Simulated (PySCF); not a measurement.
**C$_{5}$H$_{8}$NPSi: excited-state calculation**

The run: excited-state calculation of C$_{5}$H$_{8}$NPSi. Method and program: TDDFT PBE0/def2-SVPD, vertical, gas phase, core orbitals frozen in the response (PySCF 2.14.0).

The geometry comes from this level: GFN2-xTB.

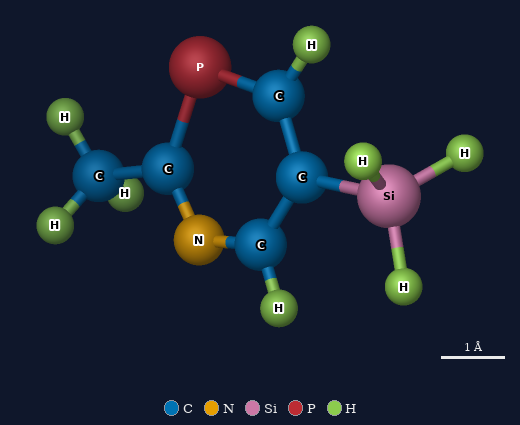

The structure as given in the input (ball-and-stick view, seen at a tilt).

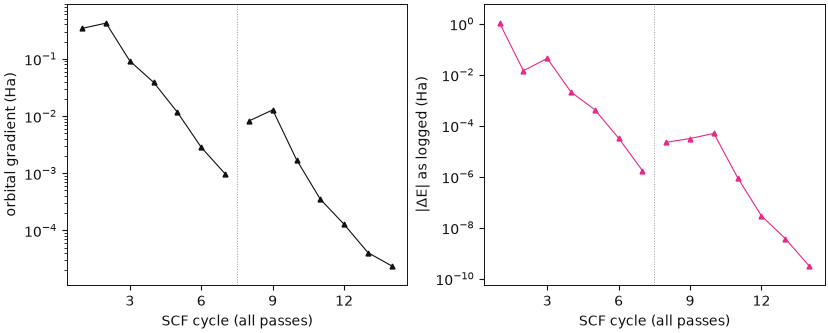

Convergence of the self-consistent field: orbital gradient and size of the energy change against the SCF cycle. The dotted line marks the change from a coarse to the final integration grid. The first 7 cycles use a coarse grid, the final grid takes over at cycle 8, and the field converges after 14 cycles in all.

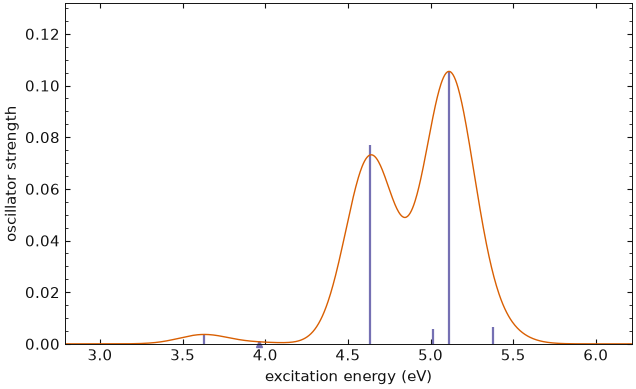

Computed excitations as sticks (degenerate states added up, dark ones marked on the axis), with a Gaussian envelope of 0.35 eV full width at half maximum, scaled to the tallest. Of the 6 states the lowest lies at 3.63 eV (f = 0.004); the strongest line is at 5.11 eV, or 242 nm (f = 0.105).

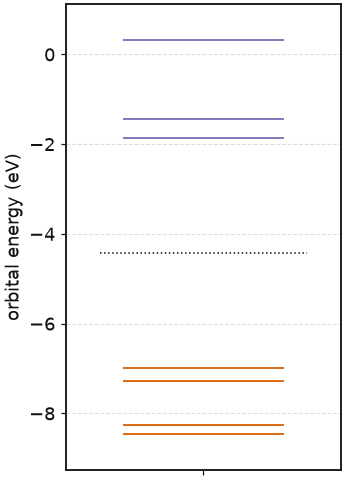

Orbital energies near the frontier; the dotted line parts filled from empty levels, and levels within 0.02 eV of each other stand side by side. Highest filled −7.00 eV, lowest empty −1.86 eV, 5.14 eV apart.

These pictures come from the run below.

Input file
```
{"job": {"kind": "uv", "xc": "PBE0", "basis": "def2-SVPD", "nstates": 6, "ntriplets": 2}, "charge": 0, "multiplicity": 1}
C      3.137825    -0.104721    -0.607935
C      1.681154    -0.171666    -0.257670
N      0.961712     0.867177    -0.610031
C     -0.334619     0.960870    -0.389137
C     -1.140949     0.011007     0.233144
Si    -2.989169     0.321704     0.471151
C     -0.577640    -1.172041     0.687363
P      1.093537    -1.617067     0.561746
H      3.264493    -0.281637    -1.676106
H      3.706009    -0.853873    -0.060509
H      3.525635     0.888192    -0.391099
H     -0.776928     1.885265    -0.742985
H     -3.726851    -0.772550    -0.163220
H     -3.333912     1.602128    -0.143631
H     -3.272762     0.343354     1.907634
H     -1.225133    -1.897196     1.169876
```

The first line tells a small driver script what to run in PySCF; the rest is the geometry in Å.

Command:
```bash
OMP_NUM_THREADS=1 python <driver script> task.json out
```

What the program printed
```
coarse grid: 14704 points
cycle   1  E = -879.8695255656  dE =  1.056e+00  |g| = 3.418e-01  |ddm| = 7.453e+00
cycle   2  E = -879.8552097353  dE =  1.432e-02  |g| = 4.221e-01  |ddm| = 2.139e+00
cycle   3  E = -879.8986862664  dE = -4.348e-02  |g| = 9.166e-02  |ddm| = 1.302e+00
cycle   4  E = -879.9007598953  dE = -2.074e-03  |g| = 3.882e-02  |ddm| = 3.227e-01
cycle   5  E = -879.9011819758  dE = -4.221e-04  |g| = 1.160e-02  |ddm| = 9.505e-02
cycle   6  E = -879.9012140841  dE = -3.211e-05  |g| = 2.828e-03  |ddm| = 2.616e-02
cycle   7  E = -879.9012157976  dE = -1.713e-06  |g| = 9.757e-04  |ddm| = 8.152e-03
final grid: 133864 points
cycle   8  E = -880.0074293537  dE = -2.224e-05  |g| = 8.195e-03  |ddm| = 1.317e-01
cycle   9  E = -880.0073981281  dE =  3.123e-05  |g| = 1.281e-02  |ddm| = 4.597e-02
cycle  10  E = -880.0074478732  dE = -4.975e-05  |g| = 1.723e-03  |ddm| = 3.342e-02
cycle  11  E = -880.0074487728  dE = -8.996e-07  |g| = 3.505e-04  |ddm| = 4.320e-03
cycle  12  E = -880.0074488015  dE = -2.873e-08  |g| = 1.274e-04  |ddm| = 9.207e-04
cycle  13  E = -880.0074488052  dE = -3.713e-09  |g| = 4.081e-05  |ddm| = 2.796e-04
cycle  14  E = -880.0074488055  dE = -3.142e-10  |g| = 2.389e-05  |ddm| = 1.495e-04
converged SCF energy = -880.0074488055

Static polarisability (au): isotropic 119.030, principal 77.529 117.710 161.849

Singlet excitations
state   eV       nm        f      main configurations
  1   3.6278    341.8   0.00383   H->L 0.99
  2   3.9652    312.7   0.00055   H->L+1 0.98
  3   4.6361    267.4   0.07692   H-1->L 0.56, H-1->L+1 0.26, H-3->L 0.10
  4   5.0179    247.1   0.00590   H-2->L 0.96
  5   5.1147    242.4   0.10548   H-1->L+1 0.53, H-1->L 0.34
  6   5.3802    230.4   0.00671   H-2->L+1 0.97

Triplet excitations (Tamm-Dancoff, eV): 3.1294 3.2271
```

Results in brief

| quantity | value |
| --- | --- |
| outcome | converged |
| total energy | −880.007449 hartree |
| HOMO | −7.00 eV |
| LUMO | −1.86 eV |
| dipole moment | 0.78 D |
| mean polarisability | 119.03 a.u. |
| lowest singlet excitation | 3.63 eV |
| hardware | 1 CPU thread, shared host |
| wall time | 1.8 min |
| peak memory | 0.92 GiB |
